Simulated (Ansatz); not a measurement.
**GaH3···NH3: density, localisation and related maps**

Input

```
crystal:
  periodic: [false, false, false]
  atoms:
    - { symbol: Ga, position_ang: [0.0, 0.0, 0.0] }
    - { symbol: "N", position_ang: [0.0, 0.0, 2.28] }
    - { symbol: H, position_ang: [-0.877, -0.2713, 2.81] }
    - { symbol: H, position_ang: [0.877, 0.2713, 2.81] }
    - { symbol: H, position_ang: [1.3596, 0.0, -0.785] }
    - { symbol: H, position_ang: [-1.3596, 0.0, -0.785] }
    - { symbol: H, position_ang: [-0.2339, 1.7591, 0.5897] }
    - { symbol: H, position_ang: [-0.1834, 1.3794, 1.5756] }
basis:
  gaussian: { orbitals: def2-SVP }
hamiltonian:
  xc: pbe0
  dispersion: d4
relax:
  f_tol: 0.15
  max_steps: 25
  restrain:
    - { distance: [0, 6], at: 1.57, k: 30.0 }
    - { distance: [7, 1], at: 1.06, k: 30.0 }
    - { distance: [0, 1], at: 3.13, k: 30.0 }
    - { distance: [7, 6], at: 1.86, k: 30.0 }
output:
  orbitals: {}
```

Run with:

```sh
ansatz run input.yaml --threads 1 --pin off --max-ram 2048MiB --backend cpu --events-out ev --progress --plain --runs-dir out
```

The fields are those of the run's last geometry, not of the input's.

Not at a stationary point (largest force 1.1 eV/Å).

Method: RKS PBE0-D4/def2-SVP in Ansatz.

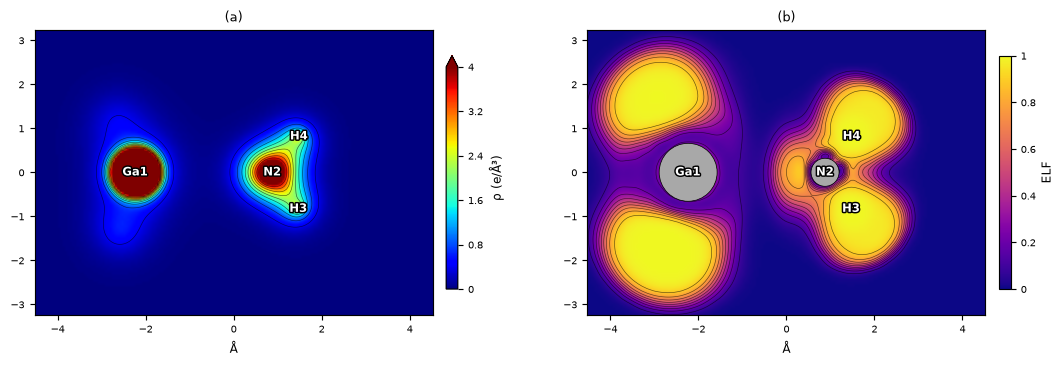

Figure 1. (a) electron density; (b) ELF on the plane of atoms H3, N2 and H4. Grey discs cover the atomic cores in the ELF map.

> Interpret the plot.

- The section cuts through Ga, N and H sites.
- N–H (1.02 Å): ρ at the midpoint is about 2.8 e/Å³; the ELF climbs to about 1 towards the hydrogen, as it does in any bond to H (an ordinary covalent bond to hydrogen).

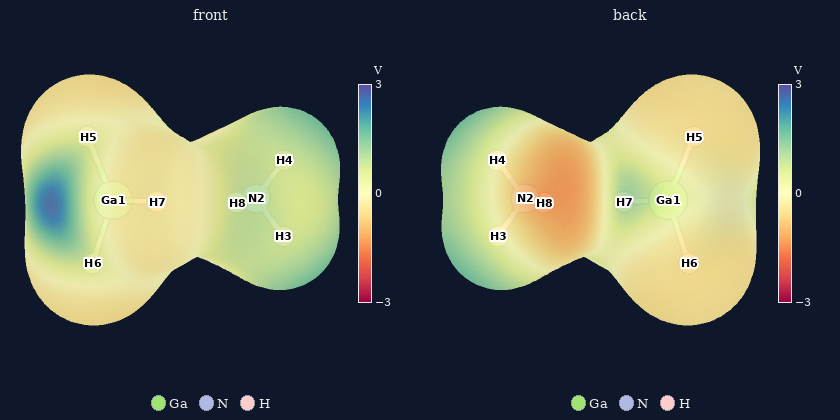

Figure 2. The electrostatic potential painted on the density surface at 0.002 e/bohr³, seen from the front and from behind; the colour scale runs from red (negative) to blue (positive).

> Describe the electrostatic potential map.

The most negative region (about −1.4 V, or −32 kcal/mol for a unit charge) lies over N2, the most positive (about +2.5 V, or +58 kcal/mol for a unit charge) over Ga1. N2 is the likeliest acceptor of a hydrogen bond.

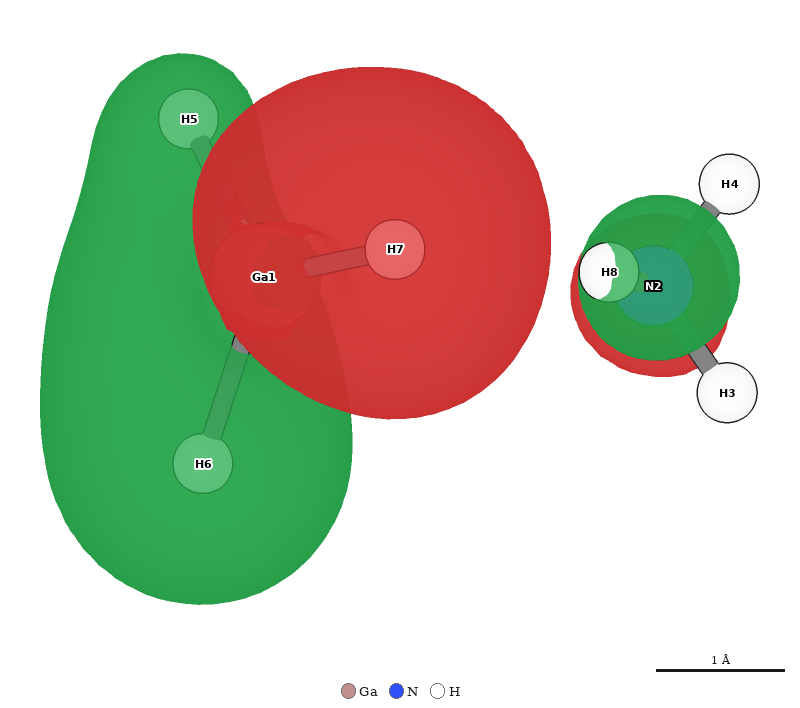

Figure 3. The HOMO−1 at ±0.08 Å⁻³ᐟ² (green and red are the two phases), seen across its widest extent.

> What is the character of this orbital?

Its weight (Hirshfeld) is mainly on Ga1 (about 35 %), H7 (about 35 %) and H6 (about 20 %). Its energy is −8.22 eV.
